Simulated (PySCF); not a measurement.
```yaml
atoms:
  - { symbol: B, position_ang: [0.6686, -0.7215, 1.3917] }
  - { symbol: N, position_ang: [0.5295, -1.1748, -0.2357] }
  - { symbol: O, position_ang: [1.4768, 0.4607, 1.3762] }
  - { symbol: H, position_ang: [0.0482, -2.0678, -0.3420] }
  - { symbol: H, position_ang: [1.4670, -1.2665, -0.6283] }
  - { symbol: H, position_ang: [0.0346, -0.4735, -0.7873] }
  - { symbol: H, position_ang: [1.2316, -1.6973, 1.8620] }
  - { symbol: H, position_ang: [-0.4969, -0.5907, 1.7419] }
  - { symbol: H, position_ang: [0.9404, 1.2411, 1.5375] }
```

Geometry: PBE0-D3(BJ)/pcseg-1.

Method: Gaussian-basis quantum chemistry of an isolated molecule with PySCF, energy and nuclear gradient, functional PBE0 in PySCF 2.14.0.

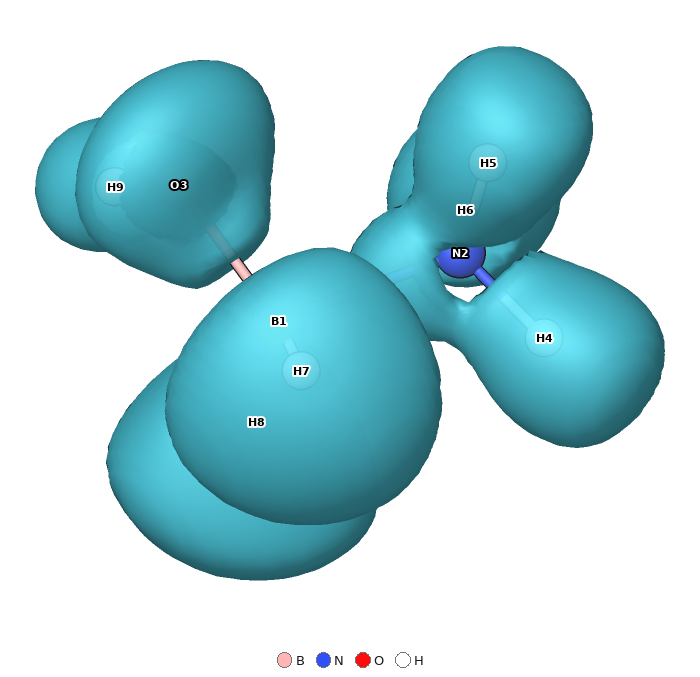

BH6NO. Isosurface of the ELF at 0.75 (cyan), seen at a tilt. Core shells and regions of very low density are left out.

What do the ELF domains correspond to?

Answer. The surface consists of two regions around hydrogen nuclei, one joined region spread over several atoms (H, N), in which their bonds and any lone pairs are merged and one joined region spread over several atoms (H, O), in which their bonds and any lone pairs are merged. Profiles from the grid: B–O (1.43 Å): the ELF peaks at about 0.90 between the atoms; a shared but strongly polarised pair. B–N (1.70 Å): the ELF peaks at about 0.95 between the atoms (a polar covalent bond).
